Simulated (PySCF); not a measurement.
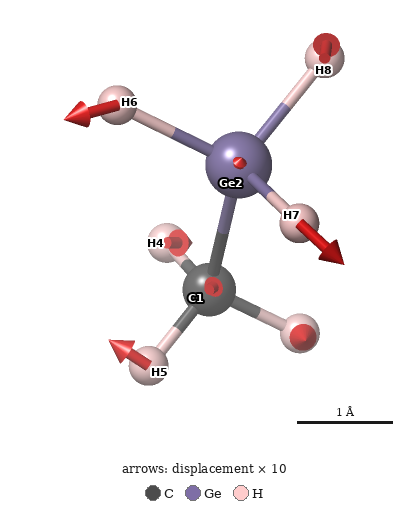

A relaxation of CH6Ge. The starting structure is drawn; red arrows show the displacements, magnified 10 times. The two geometries are superimposed by the best rigid fit.

A ball-and-stick model, seen from a free direction.

The start comes from GFN2-xTB. Its atoms were then displaced at random by about 0.01 Å.

All numbers below come from PySCF 2.14.0, density-fitted response routines, PBE0-D3(BJ)/def2-SVP geometry optimisation, gas phase. 

Q: Which element moves most?

A: Hydrogen: up to 0.066 Å, against 0.024 Å for carbon.

Q: What happened in the run?

A: After 4 geometry steps the energy has fallen by 8.25 kJ/mol. The largest move after the best rigid fit is that of an H atom, 0.066 Å. By element the largest moves are H 0.066 Å, C 0.024 Å, Ge 0.011 Å. Near-neighbour distances that change, for instance: Ge–H 1.493 → 1.541 Å, C–H 1.073 → 1.099 Å, C–H 1.119 → 1.100 Å, C–Ge 1.934 → 1.953 Å. Bond angles that change, for instance: Ge–C–H 113.0° → 110.4°, H–C–H 105.9° → 108.4°, C–Ge–H 112.8° → 110.4°.
